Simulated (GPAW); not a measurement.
Band structure of Au (Fm-3m, 1 atom in the cell).

```yaml
crystal:
  lattice:
    - [0.00000, 2.09211, 2.09211]
    - [2.09211, 0.00000, 2.09211]
    - [2.09211, 2.09211, 0.00000]
  atoms:
    - { symbol: Au, position: [0.00000, 0.00000, 0.00000] }
```

Computed with PBE, GPAW PAW datasets PBE (gpaw-data 1.0.1) (plane waves; GPAW 25.7.0).

Settings: mode = pw; ecut = 600 eV; xc = PBE; kpts = 18 18 18; mesh shift (steps) = 0 0 0; occupations.name = fermi-dirac; occupations.width = 0.1 eV; nbands = -5; convergence.density = 1e-05 e/electron; convergence.energy = 1e-05 eV/electron; symmetry.symmorphic = false; symmetry.tolerance = 0.0005; maxiter = 100; bandpath_npoints = 40.

The starting cell comes from a database of computed structures (which also holds hypothetical and non-ambient phases and stackings), without a prior relaxation at this level. Its lattice was rescaled by a random factor within 2.5 % of one. Spin-orbit coupling is off.

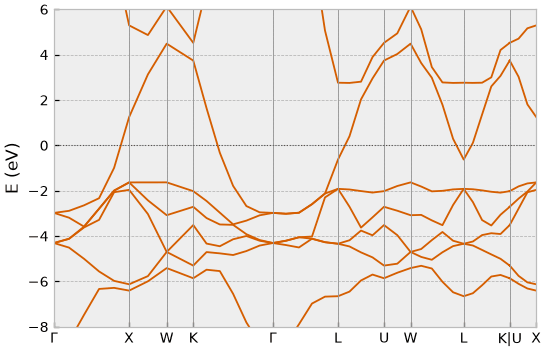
Figure: Bands along the path, energies from the Fermi level.

Levels in eV from the Fermi level, bands 2 to 9:
```
point      2      3      4      5      6      7      8      9
-----  -----  -----  -----  -----  -----  -----  -----  -----
Γ      -4.31  -4.31  -4.31  -2.98  -2.98  15.70  19.04  19.04
X      -6.13  -1.96  -1.63  -1.63   1.25   5.29  10.06  10.06
W      -4.70  -4.70  -3.08  -1.63   4.49   6.12   6.12   9.03
K      -5.30  -3.51  -2.71  -2.02   3.74   4.52   7.06  12.40
L      -4.34  -4.34  -1.92  -1.92  -0.62   2.76  14.92  17.16
U      -5.30  -3.51  -2.71  -2.02   3.74   4.52   7.06  12.40
```

Bands cross the Fermi level along this path, so the cell is metallic at this level.
